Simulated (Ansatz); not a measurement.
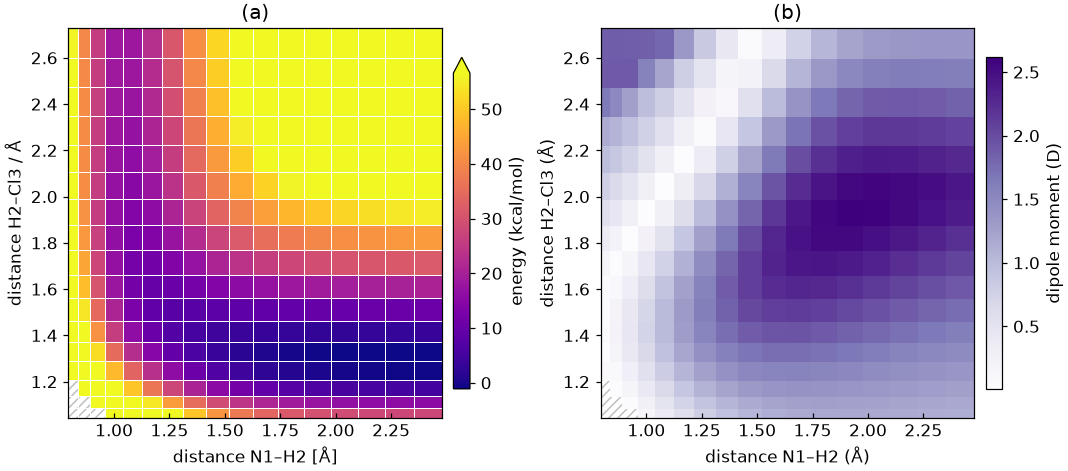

The system N + HCl, spin multiplicity 4. Coordinates scanned: (1) distance N1–H2; (2) distance H2–Cl3. Nothing is relaxed (the angle N1–H2–Cl3 is fixed at 180 degrees). The grid has 17 × 17 points. At 6 points there is no value. Energies are in kcal/mol, from N far from the relaxed HCl (each part in its own basis). In part of the range the unrestricted reference is strongly spin-contaminated. Theory: UKS PBE0-D4/def2-SVPD (Ansatz).

Panel (a) is the energy; panel (b) is the computed dipole moment, in D.

Drawn: one coloured cell a grid point, one colour for all values above the top of the scale, hatched blanks where no value was computed.

How does the dipole moment vary over the map, and what is it at the lowest grid point?

Leaving out the highest fifth of the energies, it runs from 0.01 D at distance N1–H2 = 1.080 Å, distance H2–Cl3 = 2.047 Å to 2.62 D at distance N1–H2 = 1.917 Å, distance H2–Cl3 = 1.932 Å. At the lowest grid point, distance N1–H2 = 2.287 Å, distance H2–Cl3 = 1.328 Å, it is 1.52 D.

```
distance H2–Cl3 ↓, distance N1–H2 →  0.860  0.998  1.169  1.362  1.573  1.799  2.037  2.287
                              2.664   1.87   1.86   1.35   0.43   0.36   1.05   1.32   1.37
                              2.409   1.50   0.98   0.54   0.12   1.00   1.66   1.88   1.88
                              2.165   0.88   0.53   0.01   0.78   1.65   2.23   2.39   2.34
                              1.932   0.45   0.02   0.61   1.41   2.16   2.56   2.60   2.47
                              1.714   0.04   0.45   1.11   1.82   2.32   2.44   2.32   2.14
                              1.511   0.19   0.71   1.32   1.85   2.11   2.09   1.96   1.81
                              1.328   0.18   0.67   1.20   1.59   1.74   1.71   1.62   1.52
                              1.171   0.03   0.42   0.89   1.22   1.38   1.39   1.35   1.29
                              1.064      –   0.16   0.60   0.94   1.12   1.18   1.18   1.15
```

The table holds every second grid line.
